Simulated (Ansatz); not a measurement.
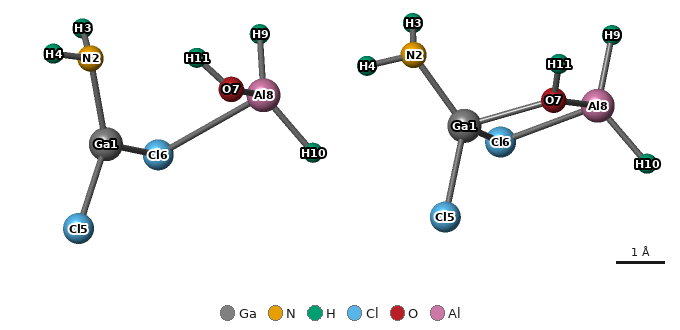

Two geometries of GaAlNH5OCl2, drawn at one scale. One is the start of a relaxation, the other its converged end. The picture is a ball-and-stick view, seen at a tilt.

Method: Ansatz 0.2.0, RKS PBE/def2-SVP. Settings: no spin polarisation; force threshold 0.03 eV/Å; at most 50 steps.

Which geometry has the lower energy?

The right one is the relaxed one. The run prepares an end point of a later path (reaction) calculation, from a guessed geometry. After 12 accepted moves (14 points after the start) the energy has fallen by 23.8 kcal/mol. The largest force component goes from 1.2 to 0.011 eV/Å. The line search rejected the trial steps at points 10, 12 of the run. The atom that moves furthest after the best rigid fit is H4 (0.72 Å). Largest moves by element: H 0.72 Å, Cl 0.63 Å, Ga 0.62 Å, O 0.48 Å, N 0.36 Å, Al 0.34 Å. Some distances before and after: Ga1–O7 2.968 → 1.962 Å, Cl6–Al8 2.749 → 2.347 Å, Ga1–Cl6 2.210 → 2.395 Å, O7–Al8 1.759 → 1.876 Å. New bonds form, among them: Ga1–O7 (2.97 → 1.96 Å). Bond angles that change, for instance: Cl6–Al8–H9 94.9° → 109.4°, Cl6–Al8–H10 97.7° → 107.8°, O7–Al8–H9 118.6° → 108.9°. Groups turn about O7–Al8 by about 65°. The run took 28 s on 4 threads of Arm Neoverse V2, with other jobs on the host, peak memory 0.24 GiB.
